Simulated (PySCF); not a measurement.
**C6H4FN: NMR shifts and electronic excitations in gas and solvents**

Aim: compute the NMR shifts and electronic excitations of C6H4FN (`C=C=C=C[C@@H](F)C#N`), and see what a dielectric continuum does where one was used.

Computed with PySCF 2.14.0, with density-fitted response routines of our own, on a single molecule, in the gas phase or a continuum. Atoms are numbered from 0 throughout.

### Step 1. Starting geometry

12 atoms, charge 0, multiplicity 1; geometry from: GFN2-xTB.

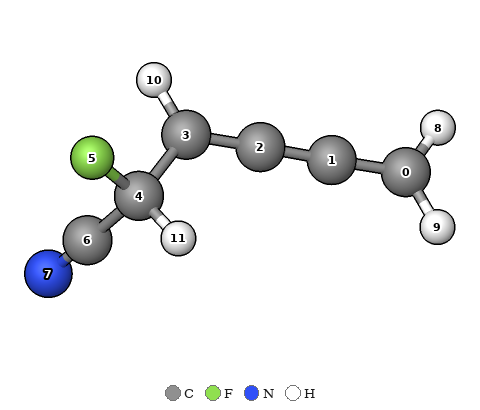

The starting geometry (carbon grey, fluorine green, nitrogen blue, hydrogen white), atoms numbered.

### Step 2. Relaxing the molecule at PBE0-D3(BJ)/def2-SVP

Job settings and geometry (Å):

```
{"job": {"xc": "PBE0", "basis": "def2-SVP", "d3": "d3bj", "grid": 1, "kind": "geom"}, "charge": 0, "multiplicity": 1}
C      3.062423    -0.254355     0.442162
C      1.810614     0.040962     0.214718
C      0.610846     0.338164    -0.022235
C     -0.643626     0.640916    -0.248727
C     -1.759759     0.278280     0.698122
F     -2.690979     1.296073     0.753532
C     -2.389489    -0.942006     0.212428
N     -2.849676    -1.902170    -0.200092
H      3.837673     0.004512    -0.260614
H      3.363358    -0.769053     1.340198
H     -0.954614     1.152037    -1.149388
H     -1.395573     0.115955     1.723308
```

On the command line:

```sh
$ OMP_NUM_THREADS=1 python probes_run.py task.json out
```

This one command runs all jobs of the session in turn.

The program printed:

```text
step   0  E = -384.78564105  max force = 0.032032
step   1  E = -384.78813577  max force = 0.003872
step   2  E = -384.78827113  max force = 0.002614
step   3  E = -384.78835392  max force = 0.002945
step   4  E = -384.78840679  max force = 0.001036
step   5  E = -384.78845065  max force = 0.000678
step   6  E = -384.78848861  max force = 0.000887
step   7  E = -384.78852929  max force = 0.000828
step   8  E = -384.78855082  max force = 0.000775
step   9  E = -384.78856033  max force = 0.000478
step  10  E = -384.78856694  max force = 0.000345
optimisation converged
```

Run time: 2.7 min. Hardware: 1 thread, shared host.

Along the way:

| step | energy from step 0 (eV) | largest force component (eV/Å) |
| --- | --- | --- |
| 0 | 0.0000 | 1.6472 |
| 1 | -0.0679 | 0.1991 |
| 2 | -0.0716 | 0.1344 |
| 3 | -0.0738 | 0.1514 |
| 4 | -0.0753 | 0.0533 |
| 5 | -0.0765 | 0.0349 |
| 6 | -0.0775 | 0.0456 |
| 7 | -0.0786 | 0.0426 |
| 8 | -0.0792 | 0.0399 |
| 9 | -0.0794 | 0.0246 |
| 10 | -0.0796 | 0.0177 |

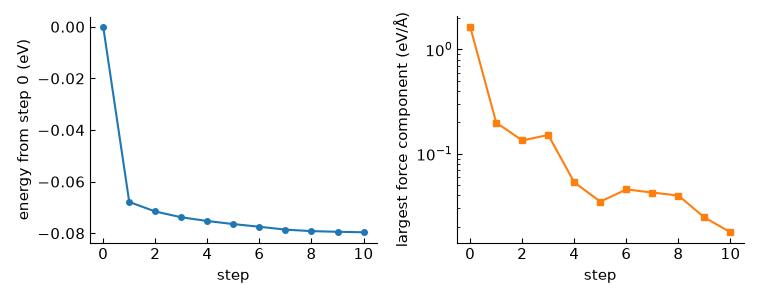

Energy and largest force along the relaxation.

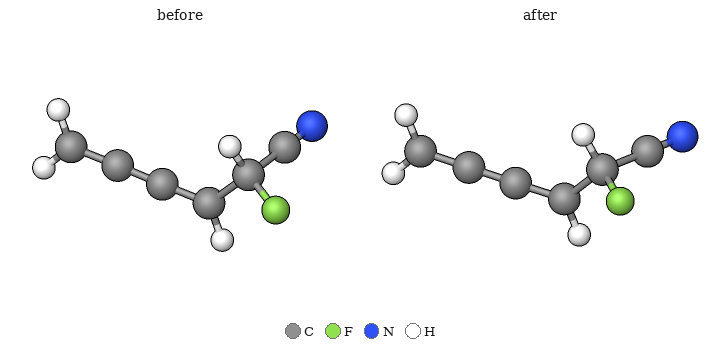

Before and after, at one scale.

Distances of close pairs at the start and the end, largest changes first:

| bond | before (Å) | after (Å) | change (Å) |
| --- | --- | --- | --- |
| C0–H8 | 1.078 | 1.095 | +0.017 |
| C0–H9 | 1.078 | 1.095 | +0.017 |
| C4–C6 | 1.457 | 1.473 | +0.016 |
| C3–H10 | 1.081 | 1.097 | +0.015 |
| C1–C2 | 1.259 | 1.273 | +0.014 |
| C6–N7 | 1.142 | 1.156 | +0.014 |
| C0–C1 | 1.306 | 1.317 | +0.011 |
| C2–C3 | 1.310 | 1.320 | +0.010 |

The end geometry stands in the next job.

```
                         at the end point                value
  point group (found at 0.08 Å tolerance)                   C1
rotational constants (GHz, main isotopes)  4.585, 0.918, 0.808
                        dipole moment (D)                 4.29
```

### Step 3. Nuclear shieldings: PBE0/pcSseg-1 in acetone

Job settings and geometry (Å):

```
{"job": {"kind": "nmr", "xc": "PBE0", "basis": "pcSseg-1", "solvent": "acetone", "pop": true}, "charge": 0, "multiplicity": 1}
C      3.143282    -0.082988     0.469200
C      1.866267     0.120511     0.218585
C      0.631925     0.317213    -0.022597
C     -0.650362     0.510982    -0.268784
C     -1.729820     0.136556     0.705363
F     -2.473483     1.240742     1.034433
C     -2.621521    -0.883615     0.127616
N     -3.306578    -1.696391    -0.327492
H      3.915125     0.199638    -0.254223
H      3.469944    -0.541392     1.408364
H     -0.984381     0.961045    -1.211222
H     -1.283444    -0.279365     1.623952
```

Method: GIAO PBE0/pcSseg-1 NMR shielding, non-relativistic, IEF-PCM acetone.

The program printed:

```text
coarse grid: 11144 points
cycle   1  E = -384.9061434584  dE =  1.169e+00  |g| = 6.104e-01  |ddm| = 3.640e+00
cycle   2  E = -384.7320926266  dE =  1.741e-01  |g| = 1.120e+00  |ddm| = 1.276e+00
cycle   3  E = -384.9766591352  dE = -2.446e-01  |g| = 1.616e-01  |ddm| = 8.247e-01
cycle   4  E = -384.9816166244  dE = -4.957e-03  |g| = 5.698e-02  |ddm| = 1.306e-01
cycle   5  E = -384.9822026822  dE = -5.861e-04  |g| = 1.437e-02  |ddm| = 4.522e-02
cycle   6  E = -384.9822436377  dE = -4.096e-05  |g| = 2.855e-03  |ddm| = 1.405e-02
cycle   7  E = -384.9822451890  dE = -1.551e-06  |g| = 1.158e-03  |ddm| = 2.806e-03
final grid: 111336 points
cycle   8  E = -385.0377548369  dE = -2.769e-05  |g| = 6.279e-03  |ddm| = 6.968e-02
cycle   9  E = -385.0377500306  dE =  4.806e-06  |g| = 8.290e-03  |ddm| = 1.221e-02
cycle  10  E = -385.0377636166  dE = -1.359e-05  |g| = 1.248e-03  |ddm| = 6.541e-03
cycle  11  E = -385.0377639813  dE = -3.647e-07  |g| = 2.800e-04  |ddm| = 1.199e-03
cycle  12  E = -385.0377639993  dE = -1.801e-08  |g| = 1.211e-04  |ddm| = 2.958e-04
cycle  13  E = -385.0377640025  dE = -3.220e-09  |g| = 3.901e-05  |ddm| = 1.072e-04
cycle  14  E = -385.0377640028  dE = -3.025e-10  |g| = 1.340e-05  |ddm| = 3.341e-05
converged SCF energy = -385.0377640028

GIAO shielding tensors (ppm)
atom      isotropic    diamagn.    paramagn.     s11        s22        s33       span
  0 C       68.402     265.360    -196.959     -7.068     42.423    169.850    176.918
  1 C        2.247     257.642    -255.395    -28.433      9.045     26.128     54.562
  2 C       -5.414     253.535    -258.949    -24.314    -11.381     19.452     43.765
  3 C       75.329     260.880    -185.551     13.105     60.981    151.901    138.795
  4 C      104.428     245.415    -140.987     75.921     93.825    143.539     67.618
  5 F      379.373     467.534     -88.162    331.181    383.431    423.506     92.324
  6 C       60.266     261.524    -201.258    -57.853    -55.100    293.751    351.604
  7 N      -35.687     339.309    -374.995   -193.268   -178.832    265.041    458.309
  8 H       24.833      28.145      -3.312     23.461     23.808     27.229      3.767
  9 H       24.818      29.604      -4.787     23.446     23.785     27.223      3.777
 10 H       24.989      30.089      -5.100     22.506     25.828     26.632      4.127
 11 H       25.721      27.934      -2.214     24.057     24.547     28.558      4.500
```

It took 41 s on 1 thread, shared host.

The references, computed at this level on geometries of the same kind, shield at (ppm): ¹H TMS 31.24, ¹³C TMS 185.4, ¹⁹F CFCl3 180.4, ¹⁵N NH3 268.4. Their shielding less the atom's gives the shift. The references are single molecules in the same continuum, so shifts against H2O, NH3, PH3, H3PO4 or CFCl3 are not on the usual liquid scales and can be off by tens of ppm. Atoms listed in one row are averaged.

```
 atoms                                              environment  σ (ppm)  δ (ppm)
    C2                               inner carbon of a cumulene     -5.4    190.8
    C1                               inner carbon of a cumulene      2.2    183.2
    C6                                           nitrile carbon     60.3    125.2
    C0                terminal carbon of a cumulated C=C=C unit     68.4    117.0
    C3                terminal carbon of a cumulated C=C=C unit     75.3    110.1
    C4                               allylic sp3 CH bonded to F    104.4     81.0
H8, H9  hydrogen on a terminal carbon of a cumulated C=C=C unit    24.83     6.42
   H10  hydrogen on a terminal carbon of a cumulated C=C=C unit    24.99     6.25
   H11                hydrogen on an allylic sp3 CH bonded to F    25.72     5.52
    F5                                fluorine on an sp3 carbon    379.4   -199.0
    N7                                         nitrile nitrogen    -35.7    304.1
```

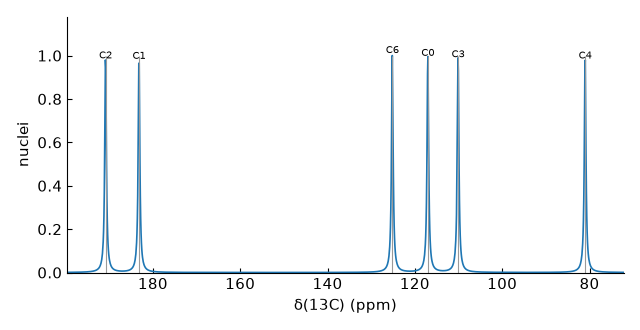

¹³C lines at the computed shifts, without couplings. Lines are broadened to a width of 0.44 ppm (Lorentzian).

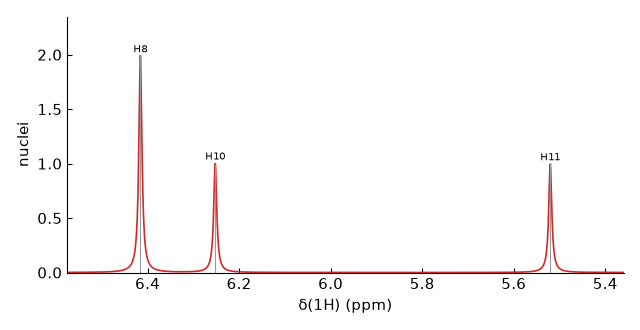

¹H lines at the computed shifts, without couplings. Lines are broadened to a width of 0.01 ppm (Lorentzian).

The run also stored atomic charges by several schemes (e):

```
atoms  Mulliken    IAO  Hirshfeld  ESP fit
   C0     -0.16  -0.29      -0.05    -0.45
   C1     -0.16  -0.02      -0.03     0.13
   C2      0.10  -0.03      -0.03    -0.17
   C3     -0.28  -0.18      -0.05    -0.19
   C4      0.26   0.15       0.10     0.28
   F5     -0.32  -0.31      -0.11    -0.25
   C6      0.11   0.15       0.09     0.32
   N7     -0.30  -0.26      -0.24    -0.48
```

Hirshfeld charges:

| atom | value (e) |
| --- | --- |
| C0 | -0.05 |
| C1 | -0.03 |
| C2 | -0.03 |
| C3 | -0.05 |
| C4 | 0.10 |
| F5 | -0.11 |
| C6 | 0.09 |
| N7 | -0.24 |
| H8 | 0.08 |
| H9 | 0.08 |
| H10 | 0.07 |
| H11 | 0.08 |

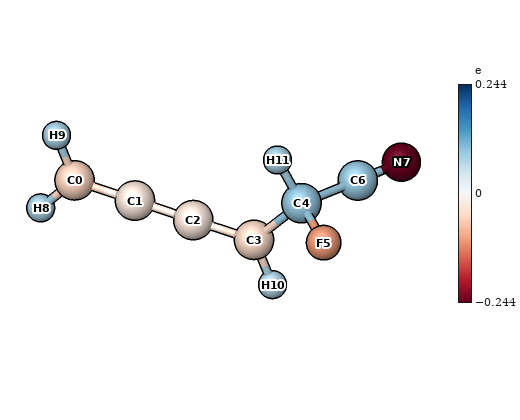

Hirshfeld charges, as colours on the atoms.

Mayer bond orders: C0–C1 2.02, C1–C2 1.72, C2–C3 1.73, C3–C4 1.06, C4–F5 0.88, C4–C6 0.95, C6–N7 3.04.

### Step 4. Ultraviolet spectrum: CAM-B3LYP/def2-SVPD

Same as in step 3 but for these lines:

```diff
@@ -1,2 +1,2 @@
-{"job": {"kind": "nmr", "xc": "PBE0", "basis": "pcSseg-1", "solvent": "acetone", "pop": true}, "charge": 0, "multiplicity": 1}
+{"job": {"kind": "uv", "xc": "CAM-B3LYP", "basis": "def2-SVPD", "dynamic": true, "nstates": 6, "ntriplets": 0}, "charge": 0, "multiplicity": 1}
 C      3.143282    -0.082988     0.469200
```

With the program's defaults for keys left out, this is: TDDFT CAM-B3LYP/def2-SVPD, vertical, gas phase, core orbitals frozen in the response.

The program printed:

```text
coarse grid: 11144 points
cycle   1  E = -384.8777405052  dE =  1.269e+00  |g| = 6.877e-01  |ddm| = 1.455e+01
cycle   2  E = -384.7140518586  dE =  1.637e-01  |g| = 1.164e+00  |ddm| = 2.158e+00
cycle   3  E = -384.9848940258  dE = -2.708e-01  |g| = 1.169e-01  |ddm| = 1.482e+00
cycle   4  E = -384.9869276504  dE = -2.034e-03  |g| = 7.004e-02  |ddm| = 2.248e-01
cycle   5  E = -384.9879035598  dE = -9.759e-04  |g| = 1.264e-02  |ddm| = 1.118e-01
cycle   6  E = -384.9879364477  dE = -3.289e-05  |g| = 3.004e-03  |ddm| = 2.864e-02
cycle   7  E = -384.9879392013  dE = -2.754e-06  |g| = 5.954e-04  |ddm| = 9.258e-03
final grid: 111336 points
cycle   8  E = -385.0584662538  dE = -2.621e-05  |g| = 3.740e-03  |ddm| = 2.102e-01
cycle   9  E = -385.0584652746  dE =  9.792e-07  |g| = 4.673e-03  |ddm| = 1.215e-02
cycle  10  E = -385.0584689267  dE = -3.652e-06  |g| = 4.158e-04  |ddm| = 5.408e-03
cycle  11  E = -385.0584689538  dE = -2.702e-08  |g| = 2.750e-04  |ddm| = 1.540e-03
cycle  12  E = -385.0584689688  dE = -1.508e-08  |g| = 1.035e-04  |ddm| = 4.926e-04
cycle  13  E = -385.0584689713  dE = -2.501e-09  |g| = 1.789e-05  |ddm| = 2.872e-04
cycle  14  E = -385.0584689714  dE = -7.788e-11  |g| = 8.143e-06  |ddm| = 6.711e-05
converged SCF energy = -385.0584689714

Static polarisability (au): isotropic 88.903, principal 55.066 59.766 151.877

Singlet excitations
state   eV       nm        f      main configurations
  1   4.0120    309.0   0.00044   H-1->L 0.98
  2   5.2939    234.2   0.60432   H->L 0.93
  3   5.8068    213.5   0.00040   H->L+1 0.61, H->L+2 0.32
  4   6.8554    180.9   0.00677   H-2->L 0.61, H-2->L+3 0.14
  5   7.0143    176.8   0.00176   H->L+2 0.53, H->L+1 0.21, H->L+3 0.20
  6   7.2398    171.3   0.04111   H->L+3 0.54
```

Wall time 83 s (1 thread, shared host).

Frontier orbitals and where they lie:

```
orbital      eV                      atoms
 HOMO−3  -11.72   N7 44 %, C6 36 %, F5 5 %
 HOMO−2  -11.43   N7 43 %, C6 32 %, C4 9 %
 HOMO−1   -9.63   C2 34 %, C1 34 %, C0 9 %
   HOMO   -9.03  C0 26 %, C3 25 %, C1 18 %
   LUMO   -1.47  C0 24 %, C3 20 %, C2 18 %
 LUMO+1    0.69  C1 17 %, C2 14 %, C6 13 %
 LUMO+2    1.00  C1 17 %, C2 16 %, C0 15 %
```

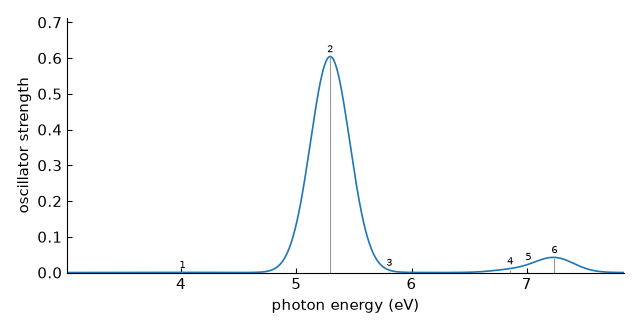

Absorption spectrum from the 6 singlet states computed; above the last one it falls off for lack of states. Lines are broadened to a width of 0.40 eV (Gaussian).

Ground-state properties from the same run:

| property | computed |
| --- | --- |
| dipole moment (D) | 4.59 |
| polarisability (Å³) | 13.17 |
| HOMO–LUMO gap (eV) | 7.56 |
| −ε(HOMO) (eV) | 9.03 |
| C6 with itself (au) | 2588 |

### Step 5. Ultraviolet spectrum: CAM-B3LYP/def2-SVPD in acetone

Same as in step 4 but for these lines:

```diff
@@ -1,2 +1,2 @@
-{"job": {"kind": "uv", "xc": "CAM-B3LYP", "basis": "def2-SVPD", "dynamic": true, "nstates": 6, "ntriplets": 0}, "charge": 0, "multiplicity": 1}
+{"job": {"kind": "uv", "xc": "CAM-B3LYP", "basis": "def2-SVPD", "solvent": "acetone", "nstates": 6, "ntriplets": 0}, "charge": 0, "multiplicity": 1}
 C      3.143282    -0.082988     0.469200
```

Method: TDDFT CAM-B3LYP/def2-SVPD, vertical, IEF-PCM acetone (non-equilibrium linear response), core orbitals frozen in the response.

The program printed:

```text
coarse grid: 11144 points
cycle   1  E = -384.9002540355  dE =  1.247e+00  |g| = 6.539e-01  |ddm| = 1.456e+01
cycle   2  E = -384.7948057963  dE =  1.054e-01  |g| = 1.015e+00  |ddm| = 2.094e+00
cycle   3  E = -384.9967251652  dE = -2.019e-01  |g| = 9.363e-02  |ddm| = 1.348e+00
cycle   4  E = -384.9980583199  dE = -1.333e-03  |g| = 5.844e-02  |ddm| = 2.106e-01
cycle   5  E = -384.9987271897  dE = -6.689e-04  |g| = 1.224e-02  |ddm| = 1.022e-01
cycle   6  E = -384.9987567446  dE = -2.955e-05  |g| = 2.683e-03  |ddm| = 2.462e-02
cycle   7  E = -384.9987590035  dE = -2.259e-06  |g| = 6.743e-04  |ddm| = 8.593e-03
final grid: 111336 points
cycle   8  E = -385.0692521344  dE = -2.645e-05  |g| = 3.691e-03  |ddm| = 2.115e-01
cycle   9  E = -385.0692513622  dE =  7.723e-07  |g| = 4.520e-03  |ddm| = 1.190e-02
cycle  10  E = -385.0692547738  dE = -3.412e-06  |g| = 3.504e-04  |ddm| = 5.618e-03
cycle  11  E = -385.0692547968  dE = -2.302e-08  |g| = 2.082e-04  |ddm| = 1.826e-03
cycle  12  E = -385.0692548046  dE = -7.779e-09  |g| = 9.697e-05  |ddm| = 4.397e-04
cycle  13  E = -385.0692548068  dE = -2.199e-09  |g| = 1.157e-05  |ddm| = 2.669e-04
cycle  14  E = -385.0692548069  dE = -4.582e-11  |g| = 7.140e-06  |ddm| = 7.178e-05
converged SCF energy = -385.0692548069

Static polarisability (au): isotropic 121.072, principal 71.633 78.060 213.522

Singlet excitations
state   eV       nm        f      main configurations
  1   3.9789    311.6   0.00060   H-1->L 0.97
  2   5.1020    243.0   0.79302   H->L 0.96
  3   5.8570    211.7   0.00169   H->L+2 0.56, H->L+1 0.20, H->L+3 0.13
  4   6.9097    179.4   0.01827   H->L+1 0.49, H->L+3 0.20
  5   6.9858    177.5   0.01530   H->L+3 0.38, H-2->L 0.26, H-2->L+1 0.11
  6   7.0668    175.4   0.00640   H->L+2 0.23, H-2->L 0.21, H->L+3 0.18
```

Run time: 68 s. Hardware: 1 thread, shared host.

Key values: HOMO -8.70 eV, LUMO -1.17 eV; lowest singlet 3.98 eV.

### Step 6. Comparing the runs: electronic excitations

Excitations and ground-state properties, with basis size and wall time:

```
                           run  lowest singlet (eV)  brightest (eV)      f  gap (eV)  α (Å³)  μ (D)  functions  time
           CAM-B3LYP/def2-SVPD                 4.01            5.29  0.604      7.56   13.17   4.59        195  83 s
CAM-B3LYP/def2-SVPD in acetone                 3.98            5.10  0.793      7.53   17.94   5.78        195  68 s
```

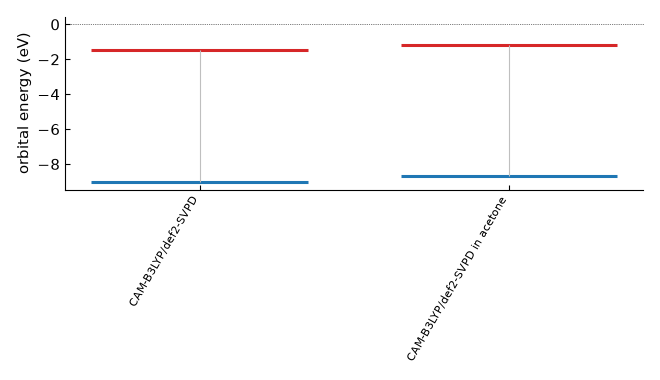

HOMO (blue) and LUMO (red) run by run.

### Step 7. Outcome

| quantity | value |
| --- | --- |
| point group | C1 |
| rotational constants (main isotopes) | 4.58, 0.92, 0.81 GHz |
| ¹³C shifts against TMS (PBE0/pcSseg-1, acetone) | 190.8, 183.2, 125.2, 117.0, 110.1, 81.0 ppm |
| ¹H shifts against TMS (PBE0/pcSseg-1, acetone, means over atoms taken as alike) | 6.42, 6.25, 5.52 ppm |
| ¹⁹F shifts against CFCl3 (PBE0/pcSseg-1, acetone) | -199.0 ppm |
| ¹⁵N shifts against NH3 (PBE0/pcSseg-1, acetone) | 304.1 ppm |
| lowest singlet (CAM-B3LYP/def2-SVPD) | 4.01 eV (309 nm), f = 0.000 |
| brightest single state of those computed | state 2, 5.29 eV, f = 0.604 |
| range of the lowest singlet | 3.98 to 4.01 eV |

**Reading.** Over 10 steps the energy fell by 0.080 eV; of the close pairs, C0–H8 changed most, 1.078 to 1.095 Å. At PBE0/pcSseg-1: The widest tensor belongs to N7: span 458 ppm, with a paramagnetic part of -375 ppm. The lowest singlet, at 4.01 eV, is HOMO−1→LUMO 0.98 and is dark; of the 6 states computed, the strongest absorption comes from state 2 at 5.29 eV. The lowest singlet runs from 3.98 eV (CAM-B3LYP/def2-SVPD in acetone) to 4.01 eV (CAM-B3LYP/def2-SVPD), while the orbital gap spans 7.53 to 7.56 eV. The lowest state need not be the same one in every run.
